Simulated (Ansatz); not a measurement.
Band structure of CaNiN (P4_2/mmc, 6 atoms in the cell).

```
CELL_PARAMETERS angstrom
      3.53658     0.00000     0.00000
      0.00000     3.53658     0.00000
      0.00000     0.00000     7.04670
ATOMIC_POSITIONS crystal
  Ca 0.00000 0.00000 0.75000
  Ca 0.00000 0.00000 0.25000
  Ni 0.50000 0.50000 0.00000
  Ni 0.50000 0.50000 0.50000
  N  0.50000 0.00000 0.50000
  N  0.00000 0.50000 0.00000
```
Moments meant for the start (each program seeds them in its own way; μB, in the order of the atoms Ca Ca Ni Ni N N): 0.0 0.0 2.0 2.0 0.0 0.0.

Method: PBEsol, PAW files made with PBE (plane waves; Ansatz, a program for electronic structure).

Settings: basis.ecutwfc = 420 eV; kpoints.mp_grid.grid = 6 6 3; hamiltonian.xc = pbesol; hamiltonian.pseudopotentials = {kind: paw} (the program's default PAW files); magnetization.spin_polarized = true; scf.occupations.method = gaussian; scf.occupations.width = 0.136 eV; kpoints.band_path.npoints = 8.

The starting cell comes from a database of computed structures (which also holds hypothetical and non-ambient phases and stackings), without a prior relaxation at this level. The moments shrank to a small part of their start, a low-spin state that need not be the lowest.

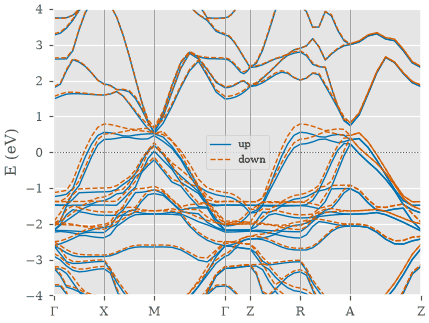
Figure: Bands along the path, energies from the Fermi level.

Levels in eV from the Fermi level, bands 31 to 38 of the first spin channel:
```json
[
 {"point": "Γ", "31": "-2.06", "32": "-1.48", "33": "-1.48", "34": "-1.24", "35": "1.49", "36": "1.80", "37": "2.60", "38": "3.27"},
 {"point": "X", "31": "-1.35", "32": "-1.11", "33": "0.36", "34": "0.56", "35": "1.59", "36": "1.91", "37": "4.27", "38": "4.43"},
 {"point": "M", "31": "0.03", "32": "0.19", "33": "0.46", "34": "0.52", "35": "0.52", "36": "0.55", "37": "0.55", "38": "5.26"},
 {"point": "Z", "31": "-1.70", "32": "-1.70", "33": "-1.48", "34": "-1.48", "35": "1.83", "36": "1.83", "37": "2.36", "38": "2.36"},
 {"point": "R", "31": "-1.49", "32": "-1.29", "33": "0.22", "34": "0.56", "35": "2.01", "36": "2.80", "37": "2.90", "38": "4.11"},
 {"point": "A", "31": "0.23", "32": "0.23", "33": "0.35", "34": "0.35", "35": "0.74", "36": "0.74", "37": "3.00", "38": "3.00"}
]
```

Bands cross the Fermi level along this path, so the cell is metallic at this level.

The net moment of the cell came out as 0.41 μB.

Keys are those of Ansatz 0.2.
